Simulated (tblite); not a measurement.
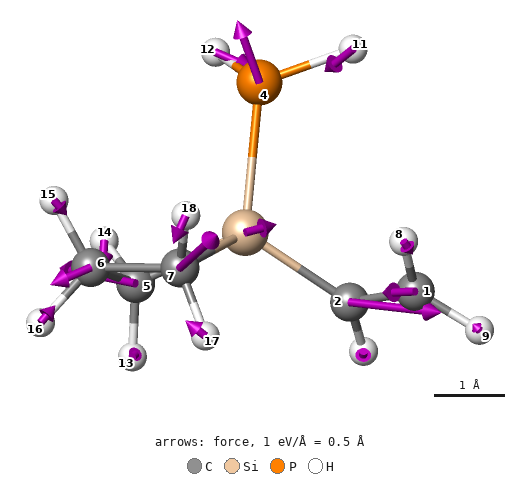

Starting geometry of C5H11PSi with the computed forces as purple arrows. The picture is a ball-and-stick view, seen at a tilt.

Level of theory: GFN2-xTB geometry optimisation, gas phase (tblite). 

Question: What follows when this structure is relaxed?

Answer: It isn't relaxed: the largest force vector, on a C atom, is 3.16 eV/Å. The final displacements have little in common with the starting forces (cosine between the two patterns 0.16). Over 207 geometry steps the energy falls by 117.4 kJ/mol. The atom that moves furthest after the best rigid fit is an H atom (1.92 Å). Largest moves by element: H 1.92 Å, C 0.82 Å, Si 0.33 Å, P 0.24 Å. Some distances before and after: C–Si 1.838 → 1.920 Å, C–Si 1.819 → 1.895 Å, P–Si 2.184 → 2.255 Å, H–P 1.435 → 1.383 Å. Among the angles between lasting bonds that change: Si–P–H 114.8° → 93.7°, H–P–H 109.4° → 92.6°, Si–P–H 109.1° → 93.6°. Groups turn about C–Si by about 70°, C–C by about 40°, C–C by about 40°.
